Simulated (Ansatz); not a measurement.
## Electronic structure of ClGeH3···NH3 in real space

| atom | x (Å) | y (Å) | z (Å) |
| --- | --- | --- | --- |
| Ge | -0.1770 | -0.3489 | -0.1256 |
| H | -0.4226 | -0.3770 | 1.3905 |
| H | 1.3108 | -0.1884 | -0.4721 |
| Cl | -1.2454 | 1.3710 | -0.9472 |
| H | -0.7757 | -1.5898 | -0.8101 |
| N | 1.1644 | 2.5842 | 1.4395 |
| H | 1.9220 | 2.0319 | 1.0385 |
| H | 0.4642 | 2.6985 | 0.7059 |
| H | 0.7328 | 2.0105 | 2.1648 |

Method: RKS B3LYP-D4/def2-SVP (Ansatz 0.2.0).

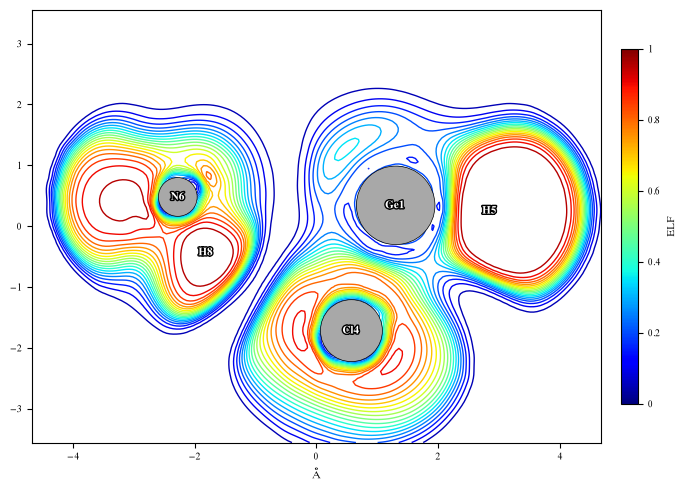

Figure 1. ELF on the plane of atoms Cl4, Ge1 and H5. Grey discs cover the atomic cores.

Question: Describe what can be read from this map.

Answer:
- The section cuts through Ge, Cl, H and N sites.
- Cl4···H8 (2.72 Å): the ELF dips to about 0.05 between them; a non-bonded, intermolecular contact.
- Ge–Cl (2.19 Å): the ELF peaks at about 0.85 in the valence shell of Cl, 0.8 Å from its nucleus, and is about 0.65 at the midpoint.
- N–H (1.02 Å): the ELF climbs to about 1 towards the hydrogen, as it does in any bond to H; a covalent bond by its length.
- Ge–H (1.54 Å): the ELF climbs to about 1 towards the hydrogen.
- The ELF also peaks beside Cl4 and N6, away from the bonds: lone-pair regions.

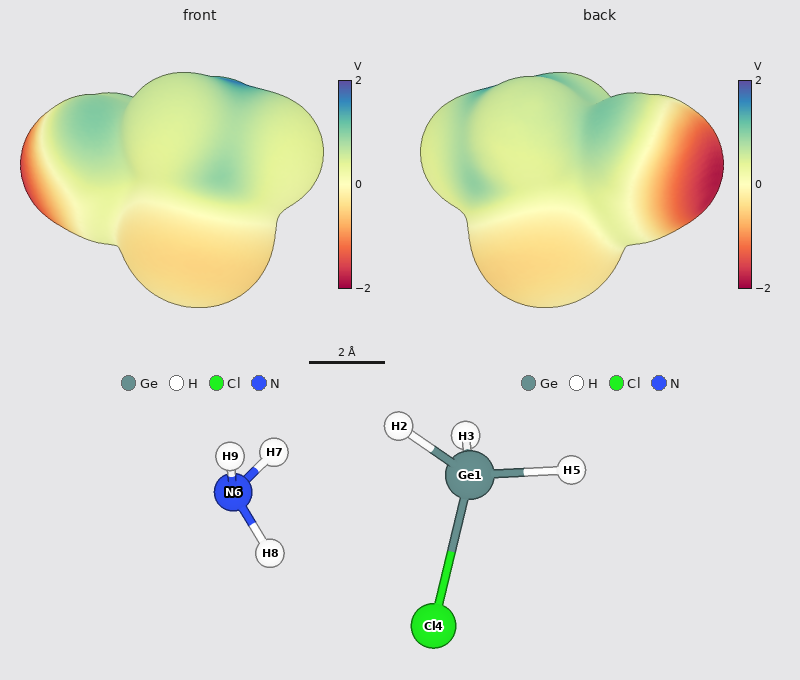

Figure 2. The molecular electrostatic potential painted on the density surface at 0.001 e/bohr³, seen from the front and from behind; the colour scale runs from red (negative) to blue (positive). The bare structure is drawn below in the same view.

Question: Where is the surface potential most negative and most positive?

Answer: The most negative region (about −1.8 V) lies over N6, the most positive (about +1.6 V) over Ge1. N6 is the likeliest acceptor of a hydrogen bond.

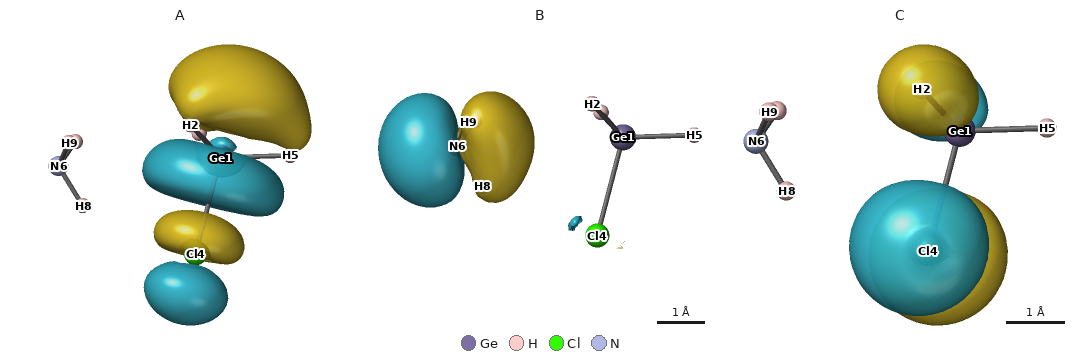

Figure 3. Three frontier orbitals at ±0.1 Å⁻³ᐟ² (yellow and cyan are the two phases), in no order.

Question: Which picture is the HOMO−1, the HOMO and the LUMO?

Answer: C is the HOMO−1 (−8.49 eV). Its weight (Hirshfeld) is mainly on Cl4 (about 80 %), Ge1 (about 10 %) and H2 (about 5 %); largely a lone pair of Cl4. B is the HOMO (−6.93 eV). Its weight (Hirshfeld) is mainly on N6 (about 80 %); largely a lone pair of N6. A is the LUMO (−0.60 eV). By Hirshfeld shares it lies mainly on Ge1 (about 55 %) and Cl4 (about 25 %).

Question: What is the HOMO–LUMO gap?

Answer: 6.33 eV between the orbital energies.
